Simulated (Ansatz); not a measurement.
# BeTlF3: complex band structure, part 2 of 4

Aim: relax a made-up compound, BeTlF3, and see how good a tunnel barrier it would be. It is built by putting Be for Ca in the CaTlF3 structure of space group Cm, with the volume rescaled by atomic radii. The parent structure comes from the Materials Project.

Ansatz 0.2.0; PBE DFT, plane waves, PAW files (the session's first sound run).

So far. Step 2 (Relaxing the new crystal): The largest force component on a free atom ends at 0.0031 eV/Å.

The structure was built from a prototype and need not be the compound's stable phase.

## 3. The bulk crystal and its band edges

The energy window and the wavevectors of the next steps follow from the band edges, so these are searched first, off the mesh as well.

The input, input.yaml:

```yaml
crystal:
  lattice:
    - [3.4926310788, -2.9973235353, 0.3516029841]
    - [3.4926310788, 2.9973235353, 0.3516029841]
    - [0.4879477759, 0.0, 4.571565662]
  atoms:
    - { symbol: Be, position: [0.6015349226, 0.6015349226, 0.5892729429] }
    - { symbol: Tl, position: [0.0678790014, 0.0678790014, 1.0543544266] }
    - { symbol: F, position: [0.4667041194, -0.10549694, 0.4541393243] }
    - { symbol: F, position: [0.4659648966, 0.4659648966, 0.8824709818] }
    - { symbol: F, position: [-0.10549694, 0.4667041194, 0.4541393243] }
kpoints:
  mp_grid: { grid: [6, 6, 6] }
  band_path: { path: [VBM, CBM], npoints: 30 }
scf:
  occupations: { method: fixed }
hamiltonian:
  xc: pbe
output:
  eigenvalues: true
  write_potential: true
  write_density: true
  volumetric_format: npy
  elf: true
```

The run is started by

```bash
$ ansatz run input.yaml --threads 2 --pin off --max-ram 4096MiB --backend cpu --events-out ev --progress --plain --runs-dir out
```

Numbers of over 12 decimals in the logs are rounded to 6 here.

The program printed:

```text
[...]
Crystal: 5 atoms, lattice volume = 94.687 Å³
Basis set: ecut = 420 eV, 1859 PW (Γ)
Bands: 23, of which v1, the nominal top of the filled ones, is band 18 counted from 1 (17 counted from 0)
Symmetry: 2 space group operations
[...]
k-points: 68 of 216 (time reversal used)
[...]
SCF iter   1: F=—  HF=-13966.775566 eV  |F-HF|=—  |Δ(HF+E_count)|=         —  Δρ=1.16e-3  dr2=1.39e-3  ethr=1.77e-3  ⟨swp⟩=4.8  Hψ=6392  notcnv=0  defer=196
[...]
SCF iter   6: F=-13966.777005 eV  HF=-13966.777005 eV  |F-HF|=6.72e-8  |Δ(HF+E_count)|=   1.43e-6  Δρ=8.02e-6  dr2=7.35e-8  ethr=2.78e-10  ⟨swp⟩=7.7  Hψ=6043  notcnv=0
SCF 1 converged in 6 iterations: F = -13966.777005 eV  dr2 = 7.35e-8
[...]
NSCF: frozen V_eff on 68 k-points
[...]
SCF converged after 6 iterations
Free energy (F): -13966.777005 eV
[...]
Internal energy: -13966.777005 eV  (E = F + TS)
E sigma→0 (E₀):  -13966.777005 eV
Fermi energy:    0.320496 eV
[...]
--- Band table (eV; the first three rows and the last of 68) ---
  k-point 0: bands = [... 14 lower, -1.1572, -1.0968, -1.0961, -0.6192, 7.9802, 7.9985, 8.2700, 8.5648, ... 1 higher]
  k-point 1: bands = [... 14 lower, -1.1618, -1.1137, -0.6344, -0.5717, 6.9472, 8.0565, 8.2786, 9.1326, ... 1 higher]
  k-point 2: bands = [... 14 lower, -1.1744, -1.1564, -0.6632, 0.0238, 5.8014, 8.2084, 8.3689, 9.4761, ... 1 higher]
  k-point 67: bands = [... 14 lower, -0.9796, -0.9754, -0.5184, -0.1303, 6.3946, 7.3683, 7.3816, 9.4665, ... 1 higher]
```

It took 27 s on 2 threads of Arm Neoverse V2, shared host; peak memory 0.39 GiB; 54 s of CPU time.

This step gave:

```
free energy         : -13966.7770 eV
Fermi energy        : 0.3205 eV
gap on the k-mesh   : 5.013 eV
gap on path         : 5.011 eV, by band count; negative where bands overlap
direct gap on path  : 5.049 eV
edge places on path : 0, 0.5479 1/A along the path
```

The electronic bands at the labelled points (eV, zero at the Fermi level (highest filled level under fixed occupations); v1 is the highest filled band, c1 the lowest empty one):

| point | v4 | v3 | v2 | v1 | c1 | c2 |
| --- | --- | --- | --- | --- | --- | --- |
| VBM | -1.60 | -1.40 | -1.01 | 0.00 | 5.91 | 6.32 |
| CBM | -1.50 | -1.50 | -0.99 | -0.04 | 5.01 | 7.97 |

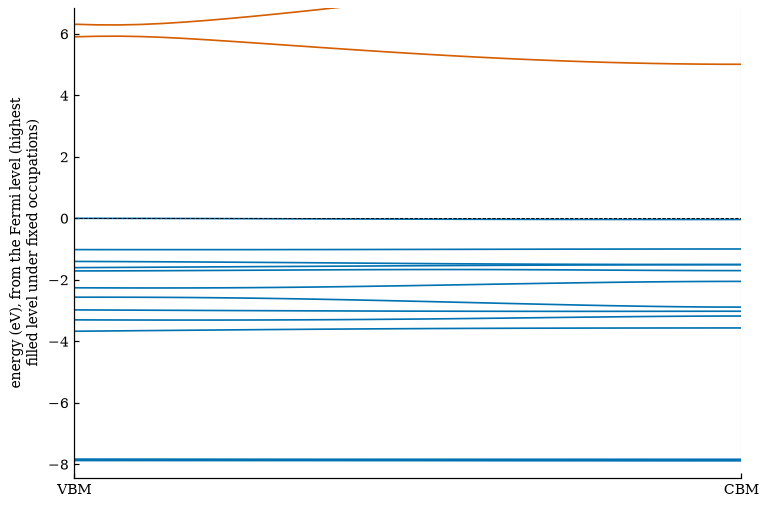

Electronic bands along the path; lines of filled and empty bands in two colours.

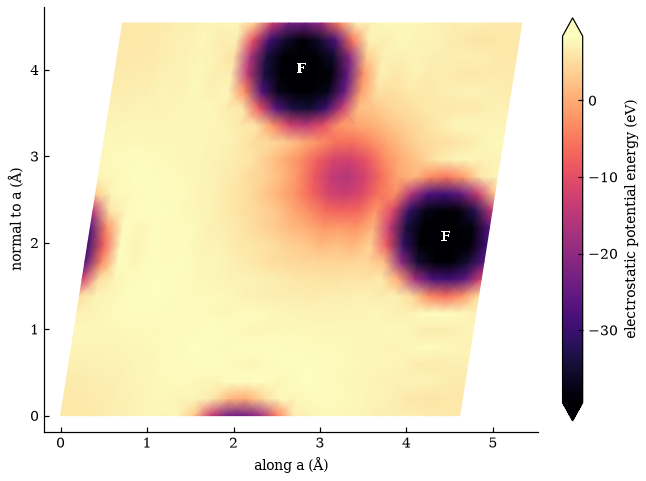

Electrostatic potential energy in the ac plane of the cell as run, not the conventional one, at fractional y = 0.466, with atoms of F within 0.2 Å of it. With pseudopotentials it is smooth inside the atoms' cores, unlike the true potential.

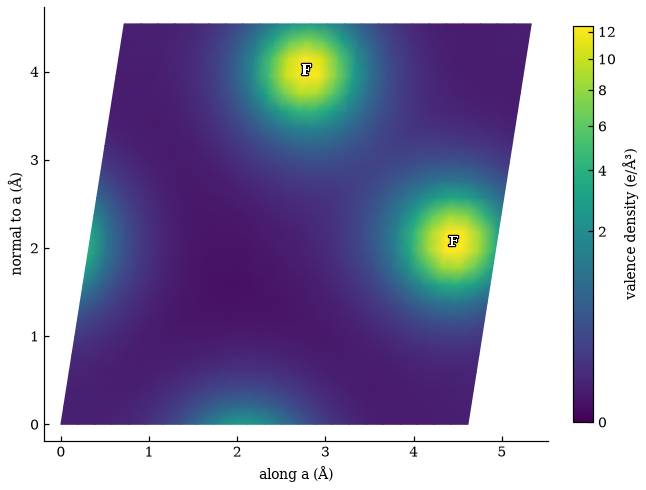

Valence density in the ac plane of the cell as run, not the conventional one, at fractional y = 0.466, with atoms of F within 0.2 Å of it. It is the smooth field of the valence electrons, not physical close to the nuclei. The colour scale is stretched toward low values.

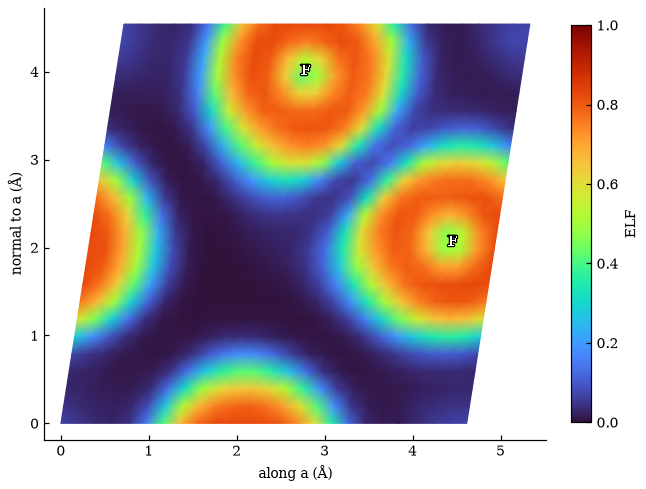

ELF in the ac plane of the cell as run, not the conventional one, at fractional y = 0.466, with atoms of F within 0.2 Å of it. It is the smooth field of the valence electrons, not physical close to the nuclei.

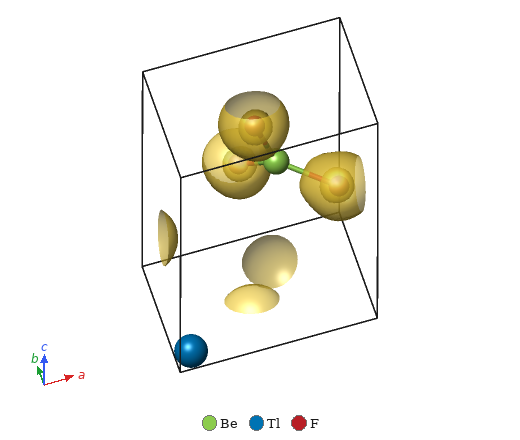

Surface of ELF = 0.75. Drawn on the cell as run, not the conventional one. Bonds to atoms that aren't drawn are left out.

The searched edges give 5.01 eV, against 5.01 eV on the mesh.

## 4. Complex bands, plane (001), k-mesh 6×6×6

This step: PBE DFT, plane waves, PAW files; complex bands by layer matching along the plane's normal (Ansatz 0.2.0).

The same crystal is laid in a cell whose first two vectors span the (001) plane (indices of the standard conventional cell, whose axes can be ordered otherwise than in the bulk input). At fixed energy and wavevector in the plane the solver finds all kz, real and complex. A few wavevectors are listed, (0, 0), (-0.5, 0) and (0.3438, -0.0208) in units of the plane's reciprocal vectors; the slowest state needn't be among them.

The input, input.yaml:

```yaml
crystal:
  lattice:
    - [4.615847147, 0.0, 0.0]
    - [0.723192954, 4.558841611, 0.0]
    - [0.717440936, 0.612600679, 4.499700495]
  atoms:
    - { symbol: Be, position: [0.6015349226, 0.6015349226, 0.5892729429] }
    - { symbol: Tl, position: [0.0678790014, 0.0678790014, 0.0543544266] }
    - { symbol: F, position: [0.4667041194, 0.89450306, 0.4541393243] }
    - { symbol: F, position: [0.4659648966, 0.4659648966, 0.8824709818] }
    - { symbol: F, position: [0.89450306, 0.4667041194, 0.4541393243] }
kpoints:
  mp_grid: { grid: [6, 6, 6] }
scf:
  occupations: { method: fixed }
hamiltonian:
  xc: pbe
output:
  eigenvalues: true
  transmission:
    leads: [[0, 0]]
    kpoints: [[0.0, 0.0], [-0.5, 0.0], [0.3438, -0.0208]]
    e_range: [-1.0, 6.01]
    de: 0.14
```

The program printed:

```text
[...]
Crystal: 5 atoms, lattice volume = 94.687 Å³
Basis set: ecut = 420 eV, 1859 PW (Γ)
Bands: 23, of which v1, the nominal top of the filled ones, is band 18 counted from 1 (17 counted from 0)
Symmetry: 2 space group operations
[...]
k-points: 68 of 216 (time reversal used)
[...]
SCF iter   1: F=—  HF=-13966.775569 eV  |F-HF|=—  |Δ(HF+E_count)|=         —  Δρ=1.16e-3  dr2=1.39e-3  ethr=1.77e-3  ⟨swp⟩=4.8  Hψ=6403  notcnv=0  defer=196
[...]
SCF iter   6: F=-13966.777002 eV  HF=-13966.777001 eV  |F-HF|=6.70e-8  |Δ(HF+E_count)|=   1.43e-6  Δρ=8.07e-6  dr2=7.39e-8  ethr=2.78e-10  ⟨swp⟩=7.7  Hψ=6060  notcnv=0
SCF 1 converged in 6 iterations: F = -13966.777002 eV  dr2 = 7.39e-8
[...]
transmission: 7 of 21 steps passed
transmission: 14 of 21 steps passed
transmission: 21 of 21 steps passed
SCF converged after 6 iterations
Free energy (F): -13966.777002 eV
[...]
Internal energy: -13966.777002 eV  (E = F + TS)
E sigma→0 (E₀):  -13966.777002 eV
Fermi energy:    0.320496 eV
[...]
--- Band table (eV; the first three rows and the last of 68) ---
  k-point 0: bands = [... 14 lower, -1.1572, -1.0968, -1.0961, -0.6192, 7.9802, 7.9985, 8.2700, 8.5648, ... 1 higher]
  k-point 1: bands = [... 14 lower, -1.1618, -1.1137, -0.6344, -0.5717, 6.9472, 8.0565, 8.2786, 9.1326, ... 1 higher]
  k-point 2: bands = [... 14 lower, -1.1744, -1.1564, -0.6632, 0.0238, 5.8014, 8.2084, 8.3689, 9.4761, ... 1 higher]
  k-point 67: bands = [... 14 lower, -0.9796, -0.9754, -0.5184, -0.1303, 6.3946, 7.3683, 7.3816, 9.4665, ... 1 higher]
--- Transmission ---
  basis      : 185 plane waves across, 7 finite elements along
  points     : 3, as listed
  energies   : 51 from -1.000000 to 6.000000 eV about the Fermi level, 0.140000 eV apart; the leads are filled to 2.506572 eV, and channels, transmission and decay are at 2.500000 eV
  crystal 0  : F3Tl1Be1, at the sites [0, 0], period 4.4997 Å: whole cells are its period
    offset         : up to 0.0000 Å between an atom of the period and one for which it stands
    channels       : 0.000000e0 a spin
    conductance    : none, the energies end too early or step too widely for 300 K: set another output.transmission.e_range or a lower de, or, where they end at an eighth of basis.ecutwfc, a higher one
    slowest decay  : 0.4138 /Å at (0.0000, 0.0000)
```

Elapsed: 37 s, on 2 threads; peak memory 0.49 GiB.

This step gave:

```yaml
level_to_which_the_leads_are_filled: 2.507 eV from the Fermi level
decay_constant_at_the_filling_level_zone_centre: 0.4138 Å⁻¹
decay_constant_at_the_filling_level_slowest_listed_point: 0.4138 Å⁻¹
```

K parallel (0, 0); values up to 1.5 1/Å, a degenerate pair printed once or twice; energies at which all values exceed this have no row. Table of Im kz of the slowest decaying states by energy, zero at the highest filled level on the SCF mesh:

| energy (eV) | decay 1 (Å⁻¹) | decay 2 (Å⁻¹) | decay 3 (Å⁻¹) | decay 4 (Å⁻¹) |
| --- | --- | --- | --- | --- |
| -1.00 | 0.0830 | 0.691 | 0.785 | 0.901 |
| -0.02 | 0.0449 | 0.868 | 1.02 | 1.09 |
| 0.96 | 0.359 | 0.952 | 0.999 | 1.07 |
| 1.94 | 0.416 | 0.929 | 1.06 | 1.13 |
| 3.06 | 0.392 | 0.901 | 1.03 | 1.15 |
| 4.04 | 0.304 | 0.858 | 0.960 | 0.991 |
| 5.02 | 0.795 | 0.866 | 0.955 | 1.07 |
| 6.00 | 0.700 | 0.764 | 0.886 | 1.03 |

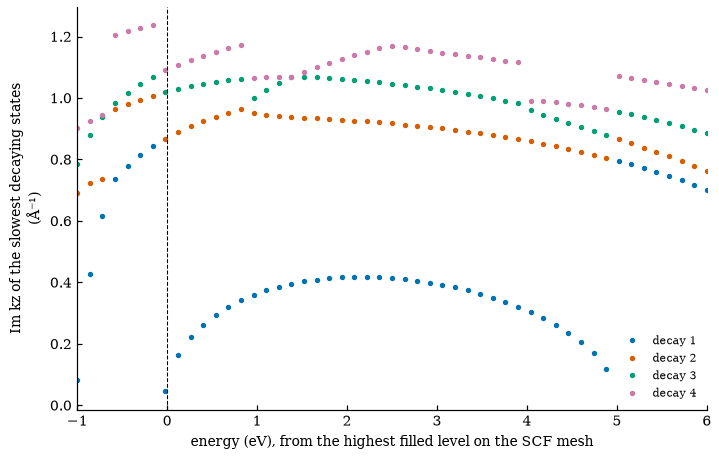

Im kz of the slowest decaying states, plotted against energy.

K parallel (-0.5, 0); values up to 1.5 1/Å, a degenerate pair printed once or twice; energies at which all values exceed this have no row. Table of Im kz of the slowest decaying states by energy, zero at the highest filled level on the SCF mesh:

| energy (eV) | decay 1 (Å⁻¹) | decay 2 (Å⁻¹) | decay 3 (Å⁻¹) | decay 4 (Å⁻¹) |
| --- | --- | --- | --- | --- |
| -1.000 | 0.684 | 0.778 | 1.03 | 1.35 |
| -0.440 | 0.554 | 0.717 | 0.927 | 0.949 |
| -0.020 | 0.423 | 0.720 | 0.783 | 0.990 |
| 0.540 | 0.628 | 0.725 | 1.01 | 1.15 |
| 0.960 | 0.637 | 0.717 | 1.08 | 1.19 |
| 1.520 | 0.632 | 0.698 | 1.18 | 1.19 |
| 1.940 | 0.618 | 0.678 | 1.17 | 1.18 |
| 2.500 | 0.587 | 0.646 | 1.13 | 1.17 |
| 3.060 | 0.542 | 0.607 | 1.10 | 1.16 |
| 3.480 | 0.496 | 0.573 | 1.09 | 1.14 |
| 4.040 | 0.413 | 0.518 | 1.07 | 1.11 |
| 4.460 | 0.323 | 0.469 | 1.05 | 1.09 |
| 5.020 | 0.387 | 1.02 | 1.05 | 1.35 |
| 5.440 | 0.304 | 0.987 | 1.00 | 1.03 |
| 6.000 | 0.0997 | 0.929 | 0.972 | 0.986 |

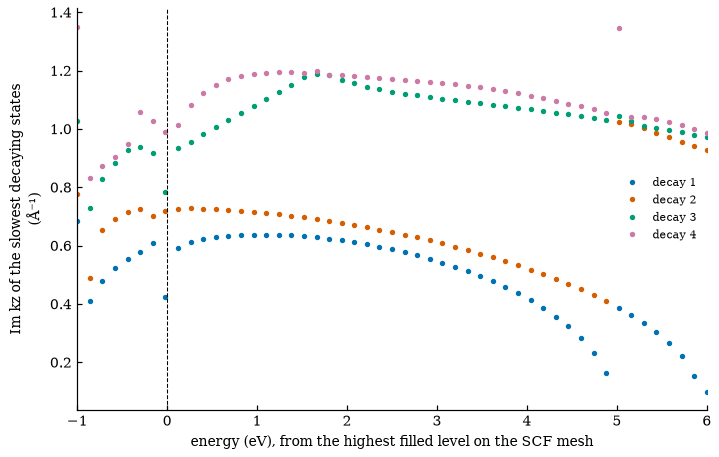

Im kz of the slowest decaying states against energy.

K parallel (0.3438, -0.0208); values up to 1.5 1/Å, a degenerate pair printed once or twice; energies at which all values exceed this have no row. Im kz of the slowest decaying states against energy, zero at the highest filled level on the SCF mesh:

| energy (eV) | decay 1 (Å⁻¹) | decay 2 (Å⁻¹) | decay 3 (Å⁻¹) | decay 4 (Å⁻¹) |
| --- | --- | --- | --- | --- |
| -1.00 | 0.267 | 0.701 | 0.740 | 0.815 |
| -0.02 | 0.792 | 0.931 | 1.01 | 1.03 |
| 0.96 | 0.579 | 0.771 | 1.04 | 1.12 |
| 1.94 | 0.613 | 0.718 | 1.13 | 1.16 |
| 3.06 | 0.563 | 0.634 | 1.10 | 1.13 |
| 4.04 | 0.479 | 0.518 | 1.04 | 1.09 |
| 5.02 | 0.300 | 0.343 | 0.964 | 1.05 |
| 6.00 | 0.0699 | 0.0751 | 0.875 | 0.971 |

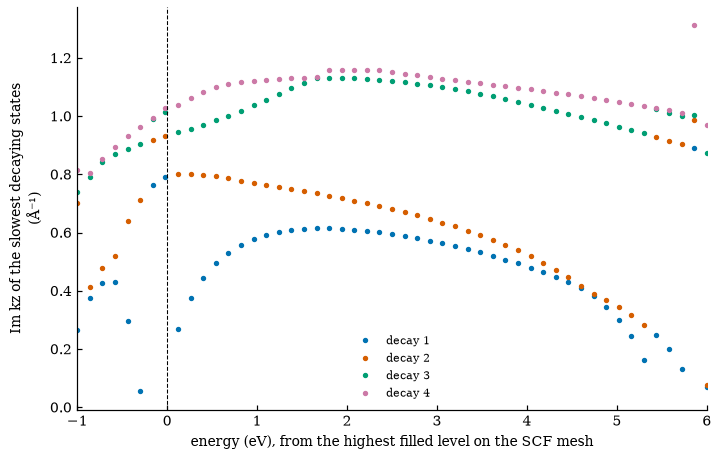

Im kz of the slowest decaying states, plotted against energy.

At the listed wavevectors the last open channel is at -0.02 eV and the next at +5.02 eV on the grid. At +2.50 eV, the grid energy nearest the filling level (the middle of the gap on the SCF mesh), the slowest state at the listed wavevectors decays with κ = 0.414 Å⁻¹, its amplitude falling by e over 2.4 Å. Through 1 nm of this crystal that state's transmission falls by exp(−2 × 0.414 Å⁻¹ × 10 Å) = 2.5e-4.

## 5. Decay over the two-dimensional zone

The listed points could miss the slowest state, so one energy near mid-gap is solved on a mesh of 12×12.

Changes to input.yaml since step 4:

```diff
@@ -19,6 +19,2 @@
   eigenvalues: true
-  transmission:
-    leads: [[0, 0]]
-    kpoints: [[0.0, 0.0], [-0.5, 0.0], [0.3438, -0.0208]]
-    e_range: [-1.0, 6.01]
-    de: 0.14
+  transmission: { leads: [[0, 0]], kmesh: [12, 12], e_range: [2.51, 2.52], de: 0.05 }
```

The program printed:

```text
[...]
Crystal: 5 atoms, lattice volume = 94.687 Å³
Basis set: ecut = 420 eV, 1859 PW (Γ)
Bands: 23, of which v1, the nominal top of the filled ones, is band 18 counted from 1 (17 counted from 0)
Symmetry: 2 space group operations
[...]
k-points: 68 of 216 (time reversal used)
[...]
SCF iter   1: F=—  HF=-13966.775569 eV  |F-HF|=—  |Δ(HF+E_count)|=         —  Δρ=1.16e-3  dr2=1.39e-3  ethr=1.77e-3  ⟨swp⟩=4.8  Hψ=6403  notcnv=0  defer=196
[...]
SCF iter   6: F=-13966.777002 eV  HF=-13966.777001 eV  |F-HF|=6.70e-8  |Δ(HF+E_count)|=   1.43e-6  Δρ=8.07e-6  dr2=7.39e-8  ethr=2.78e-10  ⟨swp⟩=7.7  Hψ=6060  notcnv=0
SCF 1 converged in 6 iterations: F = -13966.777002 eV  dr2 = 7.39e-8
[...]
transmission: 48 of 258 steps passed
transmission: 72 of 258 steps passed
[...]
transmission: 258 of 258 steps passed
SCF converged after 6 iterations
Free energy (F): -13966.777002 eV
[...]
Internal energy: -13966.777002 eV  (E = F + TS)
E sigma→0 (E₀):  -13966.777002 eV
Fermi energy:    0.320496 eV
[...]
--- Band table (eV; the first three rows and the last of 68) ---
  k-point 0: bands = [... 14 lower, -1.1572, -1.0968, -1.0961, -0.6192, 7.9802, 7.9985, 8.2700, 8.5648, ... 1 higher]
  k-point 1: bands = [... 14 lower, -1.1618, -1.1137, -0.6344, -0.5717, 6.9472, 8.0565, 8.2786, 9.1326, ... 1 higher]
  k-point 2: bands = [... 14 lower, -1.1744, -1.1564, -0.6632, 0.0238, 5.8014, 8.2084, 8.3689, 9.4761, ... 1 higher]
  k-point 67: bands = [... 14 lower, -0.9796, -0.9754, -0.5184, -0.1303, 6.3946, 7.3683, 7.3816, 9.4665, ... 1 higher]
--- Transmission ---
  basis      : 185 plane waves across, 6 finite elements along
  points     : 43, standing for a mesh of 12 x 12
  energies   : 1 from 2.510000 to 2.510000 eV about the Fermi level; the leads are filled to 2.506572 eV, and channels, transmission and decay are at 2.510000 eV
  crystal 0  : F3Tl1Be1, at the sites [0, 0], period 4.4997 Å: whole cells are its period
[...]
channels       : 0.000000e0 a spin
    conductance    : none, crystal 0 has no channel at the energies, or these end too early or step too widely for 300 K: set another output.transmission.e_range or a lower de, or, where they end at an eighth of basis.ecutwfc, a higher one
    slowest decay  : 0.4136 /Å at (0.0000, 0.0000)
```

Run time: 37 s. Hardware: 2 threads; peak memory 0.53 GiB.

Numbers from this step:

```yaml
least_decay_constant_on_the_mesh: 0.4136 Å⁻¹
```

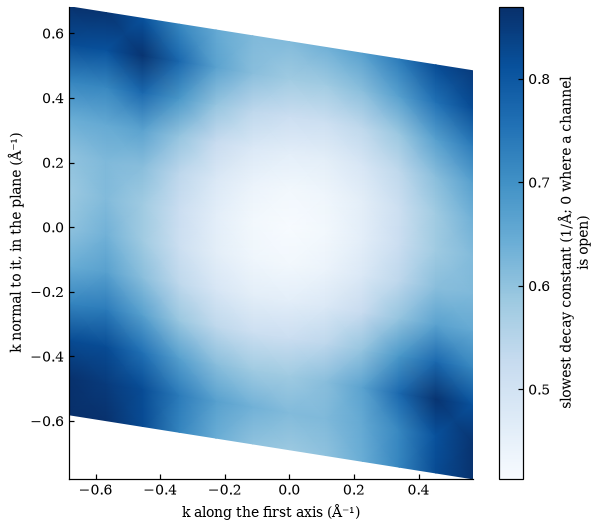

Slowest decay constant (1/Å; 0 where a channel is open) over k1 and k2. At 2.5100 eV from the Fermi level.

The least value on the mesh is 0.414 Å⁻¹ at +2.51 eV. At that energy the listed points give about 0.414 Å⁻¹ by interpolation, so the mesh holds no clearly slower state.

(Continued in part 3 of 4.)

[Logs are printed without paths, hosts, clocks, repeated set-up lines and the standing remarks that a program may print on its own settings, such as how far it seeks lower states.]

[Hosts, paths, dates, database ids (printed as entryN), source tags and the programs' standing remarks are cut or masked in the printed files.]
